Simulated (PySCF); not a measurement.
# C6H12P+: vibronic structure

What do calculations give for the vibronic structure of C6H12P+ (`C[P+]1(C)C=CCC1`)?

Programs: PySCF 2.14.0, with routines of our own; each step states its level. All values are computed. Atoms count from 0.

## Step 1: The system as given

19 atoms, charge 1, multiplicity 1; geometry from: GFN2-xTB.

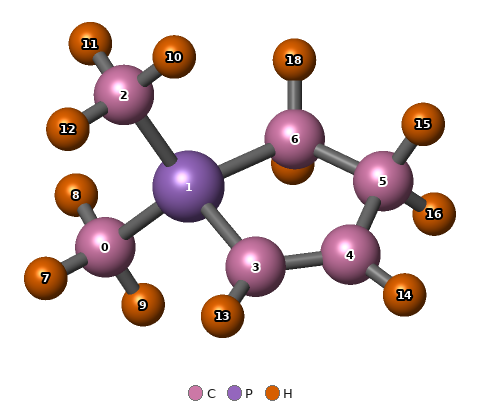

The starting geometry (carbon pink, phosphorus purple, hydrogen orange).

## Step 2: Vibronic structure: TDDFT PBE0/def2-SVP

The job: settings as JSON, then the geometry in Å.

```
{"job": {"kind": "vib", "xc": "PBE0", "basis": "def2-SVP", "tda": false}, "charge": 1, "multiplicity": 1}
C     -1.625632    -1.459180     0.387294
P     -0.565048    -0.020843     0.103045
C     -1.595783     1.426738    -0.244190
C      0.619100     0.280353     1.407386
C      1.859510     0.265582     0.921167
C      2.051183     0.016824    -0.536177
C      0.693946    -0.326199    -1.185175
H     -2.314150    -1.252952     1.206681
H     -2.197856    -1.670746    -0.516230
H     -1.011119    -2.322233     0.641486
H     -0.959326     2.288474    -0.442703
H     -2.227193     1.230192    -1.110385
H     -2.226822     1.639130     0.618850
H      0.343338     0.460760     2.431685
H      2.732773     0.437266     1.531443
H      2.492509     0.907673    -0.989371
H      2.771905    -0.789752    -0.680913
H      0.651827    -1.377075    -1.478307
H      0.497036     0.275238    -2.073048
```

With the program's defaults for keys left out, this is: TDDFT PBE0/def2-SVP vertical-gradient vibronic structure (displaced harmonic oscillators, Condon), gas phase.

Started as:

```console
$ OMP_NUM_THREADS=1 python excited_run.py task.json out
```

This one command runs all jobs of the session in turn.

Output:

```text
final grid: 67160 points
cycle   1  E = -576.2597783554  dE =  1.037e+00  |g| = 3.883e-01  |ddm| = 4.308e+00
cycle   2  E = -576.2602796315  dE = -5.013e-04  |g| = 3.828e-01  |ddm| = 9.448e-01
cycle   3  E = -576.2991885468  dE = -3.891e-02  |g| = 3.795e-02  |ddm| = 4.811e-01
cycle   4  E = -576.2993057372  dE = -1.172e-04  |g| = 3.227e-02  |ddm| = 6.819e-02
cycle   5  E = -576.2995819682  dE = -2.762e-04  |g| = 4.002e-03  |ddm| = 3.440e-02
cycle   6  E = -576.2995859103  dE = -3.942e-06  |g| = 1.273e-03  |ddm| = 5.301e-03
cycle   7  E = -576.2995863433  dE = -4.330e-07  |g| = 1.686e-04  |ddm| = 1.474e-03
cycle   8  E = -576.2995863503  dE = -6.987e-09  |g| = 7.192e-05  |ddm| = 3.025e-04
cycle   9  E = -576.2995863517  dE = -1.407e-09  |g| = 1.078e-05  |ddm| = 9.646e-05
cycle  10  E = -576.2995863517  dE = -3.149e-11  |g| = 2.838e-06  |ddm| = 1.512e-05
converged SCF energy = -576.2995863517

Singlet excitations (eV, f): 6.944 (0.2761)  7.657 (0.0011)  7.815 (0.0024)  8.057 (0.0086)  8.324 (0.0114)  8.700 (0.0061)

State S1  6.9444 eV  f = 0.27606  H->L 0.93
  relaxed dipole 1.096 D, largest gradient of the excitation energy 0.1415 Eh/bohr
  mode    cm-1        S   lambda/meV  Raman
   39   1622.7    1.8625     374.7   1.000
   38   1446.5    0.3097      55.5   0.132
    6    215.5    1.8785      50.2   0.018
   21    922.4    0.3811      43.6   0.066
   29   1246.3    0.1781      27.5   0.056
    3    162.1    0.8484      17.1   0.005
   16    814.1    0.1518      15.3   0.021
    9    448.0    0.2245      12.5   0.009
    7    222.4    0.4376      12.1   0.004
   23    948.7    0.0973      11.4   0.018
   20    914.7    0.0966      11.0   0.016
   46   2999.5    0.0284      10.6   0.052
  reorganisation energy 0.6987 eV, total S 7.224, 0-0 6.2457 eV
  absorption maximum 6.890 eV, width 0.812 eV

State S5  8.3238 eV  f = 0.01140  H->L+2 0.83, H->L+3 0.14
  relaxed dipole 3.041 D, largest gradient of the excitation energy 0.0818 Eh/bohr
  mode    cm-1        S   lambda/meV  Raman
    6    215.5   15.5111     414.4   0.277
   21    922.4    2.4019     274.7   0.785
   39   1622.7    0.9883     198.8   1.000
   16    814.1    0.5298      53.5   0.135
   12    703.1    0.5302      46.2   0.101
   10    652.1    0.4296      34.7   0.070
    5    203.3    1.3412      33.8   0.021
   24   1035.0    0.2453      31.5   0.101
   11    685.5    0.3372      28.7   0.061
   28   1198.2    0.1307      19.4   0.072
   38   1446.5    0.1049      18.8   0.084
   29   1246.3    0.1037      16.0   0.062
  reorganisation energy 1.3044 eV, total S 24.708, 0-0 7.0194 eV

State T1  4.3648 eV  f = 0.00000  H->L 0.94
  relaxed dipole 1.674 D, largest gradient of the excitation energy 0.1795 Eh/bohr
  mode    cm-1        S   lambda/meV  Raman
   39   1622.7    3.3122     666.4   1.000
   29   1246.3    0.2268      35.1   0.040
   24   1035.0    0.1614      20.7   0.020
   38   1446.5    0.0653      11.7   0.016
   21    922.4    0.0910      10.4   0.009
    9    448.0    0.1573       8.7   0.004
   51   3115.1    0.0176       6.8   0.020
   23    948.7    0.0428       5.0   0.004
    6    215.5    0.1494       4.0   0.001
   30   1295.5    0.0216       3.5   0.004
   16    814.1    0.0339       3.4   0.003
   50   3096.9    0.0076       2.9   0.008
  reorganisation energy 0.7961 eV, total S 4.670, 0-0 3.5687 eV
  absorption maximum 4.176 eV, width 0.666 eV
```

Run time: 60 s. Hardware: 1 thread of Intel Xeon Platinum 8488C, shared host; peak memory 0.87 GiB.

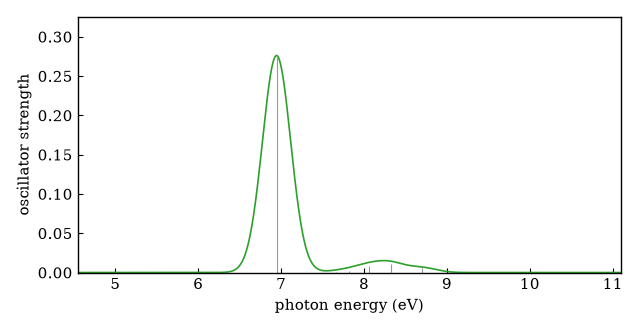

Absorption lines of the singlets. Lines are broadened to a width of 0.40 eV (Gaussian).

Orbitals, density, ELF and potential are computed afterwards from the orbital file.

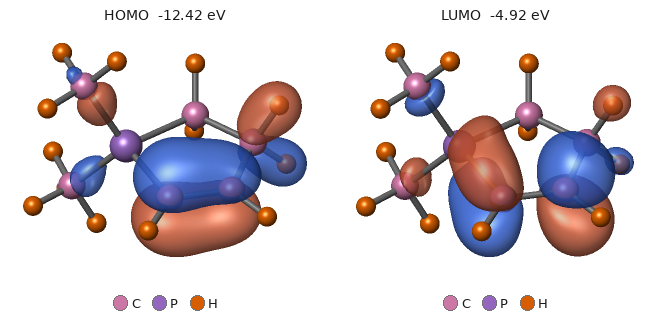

PBE0/def2-SVP orbitals near the gap, drawn at the value that encloses 70 % of each; the two colours are the two signs.

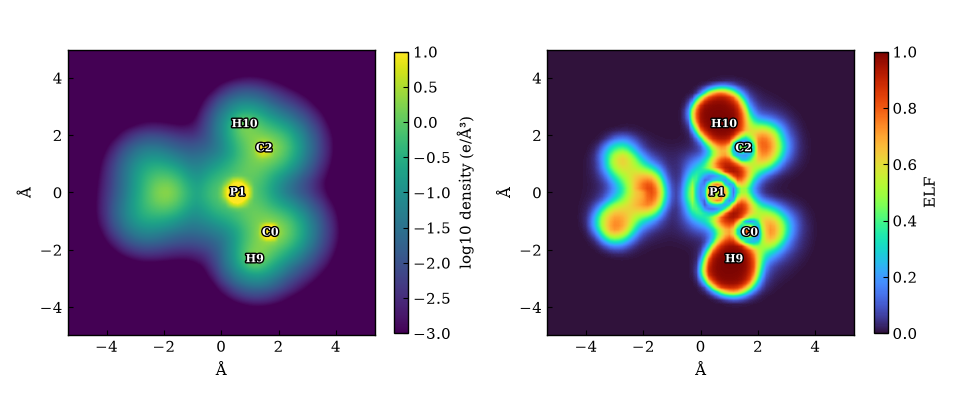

Density (left) and ELF (right) in a plane through or near 5 of the atoms.

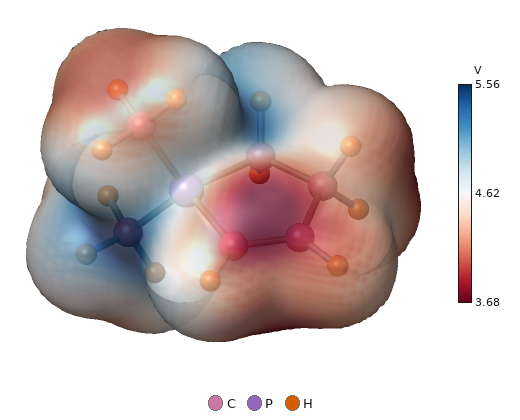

The potential that a unit positive charge feels on the 0.002 e/bohr³ surface, from the 1st to the 99th percentile, from 3.68 V near C3 to 5.56 V near H11.

## Step 3: Vibronic structure: TDA B97-2/pcseg-0

Settings changed since step 2:

```diff
@@ -1,2 +1,2 @@
-{"job": {"kind": "vib", "xc": "PBE0", "basis": "def2-SVP", "tda": false}, "charge": 1, "multiplicity": 1}
+{"job": {"kind": "vib", "xc": "B97-2", "basis": "pcseg-0", "tda": true, "temperature": 0, "grid": 3}, "charge": 1, "multiplicity": 1}
 C     -1.625632    -1.459180     0.387294
```

Level: TDA B97-2/pcseg-0 vertical-gradient vibronic structure (displaced harmonic oscillators, Condon), gas phase.

Output:

```text
coarse grid: 15584 points
cycle   1  E = -575.8346058644  dE =  1.012e+00  |g| = 3.390e-01  |ddm| = 4.342e+00
cycle   2  E = -575.8363682657  dE = -1.762e-03  |g| = 3.400e-01  |ddm| = 1.226e+00
cycle   3  E = -575.8686822857  dE = -3.231e-02  |g| = 2.731e-02  |ddm| = 5.998e-01
cycle   4  E = -575.8686755175  dE =  6.768e-06  |g| = 2.768e-02  |ddm| = 5.882e-02
cycle   5  E = -575.8688781980  dE = -2.027e-04  |g| = 2.298e-03  |ddm| = 3.369e-02
cycle   6  E = -575.8688798107  dE = -1.613e-06  |g| = 5.331e-04  |ddm| = 4.700e-03
final grid: 221584 points
cycle   7  E = -575.8735129446  dE = -2.118e-05  |g| = 7.314e-04  |ddm| = 2.346e-02
cycle   8  E = -575.8735130516  dE = -1.070e-07  |g| = 5.450e-04  |ddm| = 2.696e-03
cycle   9  E = -575.8735131248  dE = -7.322e-08  |g| = 1.944e-04  |ddm| = 1.022e-03
cycle  10  E = -575.8735131324  dE = -7.598e-09  |g| = 9.270e-05  |ddm| = 3.136e-04
cycle  11  E = -575.8735131347  dE = -2.246e-09  |g| = 1.765e-05  |ddm| = 1.356e-04
cycle  12  E = -575.8735131348  dE = -9.084e-11  |g| = 3.438e-06  |ddm| = 3.925e-05
converged SCF energy = -575.8735131348

Singlet excitations (eV, f): 7.459 (0.3535)  7.717 (0.0094)  8.148 (0.0033)  8.433 (0.0116)  8.618 (0.0338)  9.084 (0.0218)

State S1  7.4591 eV  f = 0.35350  H->L 0.82
  relaxed dipole 1.334 D, largest gradient of the excitation energy 0.1223 Eh/bohr
  mode    cm-1        S   lambda/meV  Raman
   39   1622.7    1.3211     265.8   1.000
    6    215.5    3.6732      98.1   0.049
   38   1446.5    0.4400      78.9   0.265
   21    922.4    0.5430      62.1   0.133
    3    162.1    1.8275      36.7   0.014
   29   1246.3    0.1468      22.7   0.066
   23    948.7    0.1813      21.3   0.047
   46   2999.5    0.0504      18.7   0.130
   16    814.1    0.1689      17.0   0.032
    9    448.0    0.2938      16.3   0.017
    8    381.6    0.2818      13.3   0.012
    7    222.4    0.4681      12.9   0.007
  reorganisation energy 0.7550 eV, total S 10.376, 0-0 6.7041 eV
  absorption maximum 7.386 eV, width 0.774 eV

State S5  8.6183 eV  f = 0.03382  H->L+2 0.91
  relaxed dipole 4.291 D, largest gradient of the excitation energy 0.0850 Eh/bohr
  mode    cm-1        S   lambda/meV  Raman
    6    215.5   25.0020     667.9   0.446
   21    922.4    3.0608     350.1   1.000
   39   1622.7    0.9765     196.5   0.987
   16    814.1    1.1980     120.9   0.305
   20    914.7    0.5630      63.8   0.181
   12    703.1    0.6888      60.0   0.131
    5    203.3    2.2267      56.1   0.035
   11    685.5    0.6089      51.8   0.110
   10    652.1    0.5099      41.2   0.083
    9    448.0    0.6250      34.7   0.048
   23    948.7    0.2101      24.7   0.073
   24   1035.0    0.1875      24.1   0.077
  reorganisation energy 1.8410 eV, total S 37.527, 0-0 6.7773 eV

State S6  9.0842 eV  f = 0.02184  H->L+3 0.46, H-3->L 0.37, H-5->L 0.13
  relaxed dipole 1.125 D, largest gradient of the excitation energy 0.0818 Eh/bohr
  mode    cm-1        S   lambda/meV  Raman
   39   1622.7    0.7023     141.3   1.000
   27   1160.1    0.3681      53.0   0.268
    6    215.5    1.2750      34.1   0.032
   20    914.7    0.2278      25.8   0.103
   38   1446.5    0.1203      21.6   0.136
   21    922.4    0.1876      21.5   0.086
   29   1246.3    0.1228      19.0   0.103
    5    203.3    0.7433      18.7   0.017
   42   2989.4    0.0496      18.4   0.240
   24   1035.0    0.1215      15.6   0.070
   15    789.4    0.1474      14.4   0.050
   41   2975.2    0.0376      13.9   0.180
  reorganisation energy 0.5324 eV, total S 5.757, 0-0 8.5517 eV
  absorption maximum 8.970 eV, width 0.654 eV

State T1  4.6781 eV  f = 0.00000  H->L 0.94
  relaxed dipole 1.624 D, largest gradient of the excitation energy 0.1808 Eh/bohr
  mode    cm-1        S   lambda/meV  Raman
   39   1622.7    3.4708     698.3   1.000
   29   1246.3    0.2326      35.9   0.040
   24   1035.0    0.1419      18.2   0.017
   38   1446.5    0.0824      14.8   0.019
   21    922.4    0.0922      10.5   0.009
    9    448.0    0.1336       7.4   0.003
   51   3115.1    0.0159       6.1   0.017
    6    215.5    0.2272       6.1   0.001
   16    814.1    0.0372       3.8   0.003
   23    948.7    0.0305       3.6   0.003
   30   1295.5    0.0210       3.4   0.004
   37   1410.0    0.0180       3.1   0.004
  reorganisation energy 0.8268 eV, total S 4.855, 0-0 3.8513 eV
  absorption maximum 4.459 eV, width 0.825 eV
```

Wall time 65 s (1 thread of Intel Xeon Platinum 8488C, shared host); peak memory 0.66 GiB.

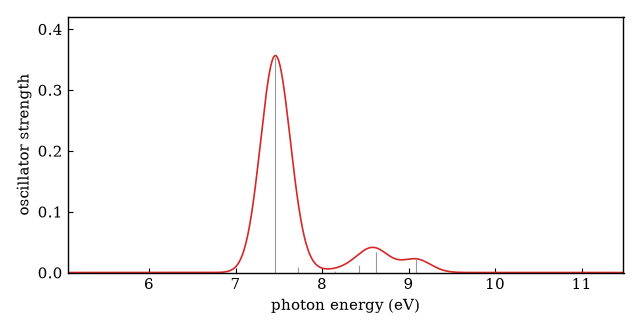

Absorption lines of the singlets. Lines are broadened to a width of 0.40 eV (Gaussian).

## Step 4: Outcome

| quantity | value |
| --- | --- |
| S1: vertical, reorganisation, 0-0, total S (step 2, TDDFT PBE0/def2-SVP, modes from GFN2-xTB) | 6.94, 0.70, 6.25 eV; 7.2 |
| S5: vertical, reorganisation, 0-0, total S (step 2, TDDFT PBE0/def2-SVP, modes from GFN2-xTB) | 8.32, 1.30, 7.02 eV; 24.7 |
| T1: vertical, reorganisation, 0-0, total S (step 2, TDA PBE0/def2-SVP, modes from GFN2-xTB) | 4.36, 0.80, 3.57 eV; 4.7 |
| S1: vertical, reorganisation, 0-0, total S (step 3, TDA B97-2/pcseg-0, modes from GFN2-xTB) | 7.46, 0.76, 6.70 eV; 10.4 |
| S5: vertical, reorganisation, 0-0, total S (step 3, TDA B97-2/pcseg-0, modes from GFN2-xTB) | 8.62, 1.84, 6.78 eV; 37.5 |
| S6: vertical, reorganisation, 0-0, total S (step 3, TDA B97-2/pcseg-0, modes from GFN2-xTB) | 9.08, 0.53, 8.55 eV; 5.8 |

In steps 2, 3 the harmonic model is doubtful. Where the total S runs above about 15, the geometry moves far on excitation and the harmonic model is stretched, so its 0-0 value is in doubt. The vibronic model keeps the ground-state modes (from xTB) and shifts them along the gradient alone, so it can miss much of the relaxation that a full optimisation finds. By nearest atom (PBE0/def2-SVP), the HOMO sits on C3 39 %; C4 25 % and the LUMO on C4 38 %; C3 23 %.
